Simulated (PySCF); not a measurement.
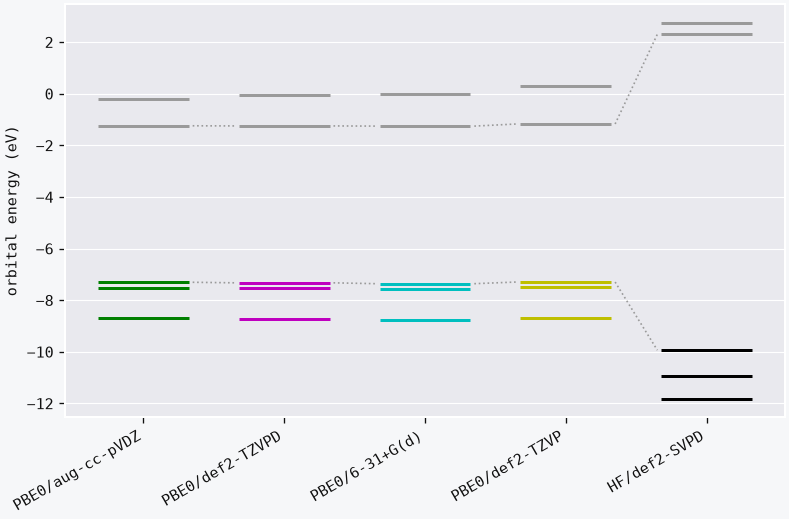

Frontier orbital energies of CH₆NOPSi, SMILES C=N[Si@@H](O)P at one geometry, PySCF 2.14.0, at a PBE0-D3(BJ)/def2-SVP geometry (no frequency check). Empty levels are grey, levels within 0.1 eV stand side by side; all columns show the same few orbitals around the gap. Dotted lines join the HOMOs and the LUMOs.

Q: How do the frontier levels move from column to column?

A: The separation grows from 6.06 eV (PBE0/aug-cc-pVDZ) to 12.24 eV (HF/def2-SVPD).

```csv
level,HOMO (eV),LUMO (eV),separation (eV)
PBE0/aug-cc-pVDZ,−7.30,−1.24,6.06
PBE0/def2-TZVPD,−7.33,−1.25,6.08
PBE0/6-31+G(d),−7.36,−1.25,6.11
PBE0/def2-TZVP,−7.29,−1.17,6.12
HF/def2-SVPD,−9.94,2.31,12.24
```

Limits of at least one run: empty levels above zero depend strongly on the basis; one conformer of a flexible molecule.
